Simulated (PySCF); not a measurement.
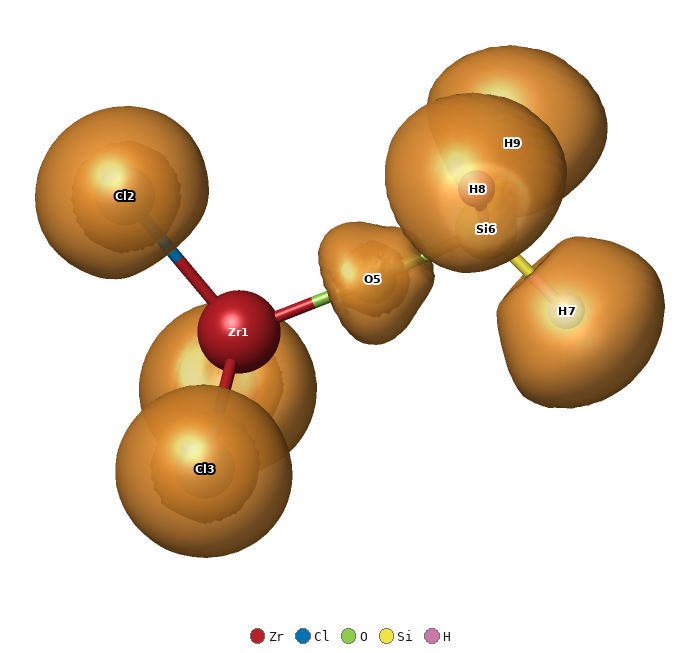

Figure. Cl3H3OSiZr. Isosurface of the ELF at 0.8 (orange), seen at an oblique angle. Core shells and regions of very low density are left out.

Geometry: PBE0-D3(BJ)/def2-SVP; core potentials replace the inner electrons of Zr.

Computed with wB97X-D/def2-SVPD, SCF density, gas phase, scalar-relativistic core potentials on the heavy atoms (PySCF).

```yaml
atoms:
  - { symbol: Zr, position_ang: [1.2255, 1.0780, -0.5297] }
  - { symbol: Cl, position_ang: [0.2364, 2.1849, -2.3334] }
  - { symbol: Cl, position_ang: [3.0728, -0.1736, -1.2478] }
  - { symbol: Cl, position_ang: [1.8614, 2.6056, 1.1247] }
  - { symbol: O, position_ang: [-0.0968, -0.0893, 0.1617] }
  - { symbol: Si, position_ang: [-1.2892, -1.1886, 0.6054] }
  - { symbol: H, position_ang: [-0.7495, -2.0680, 1.6788] }
  - { symbol: H, position_ang: [-1.6610, -1.9931, -0.5914] }
  - { symbol: H, position_ang: [-2.4668, -0.4253, 1.1061] }
```

**What do the ELF domains correspond to?**

The surface consists of three regions around hydrogen nuclei, three regions wrapped around Cl (the valence shell of each) and one region wrapped around O (its valence shell).

Values along the shortest contacts:
Si–O (1.68 Å): the ELF peaks at about 0.90 between the atoms, as expected for a shared but strongly polarised pair. Zr–O (1.89 Å): the ELF peaks at about 0.85 in the valence shell of O, 0.5 Å from its nucleus, and drops to about 0.20 between the two atoms.
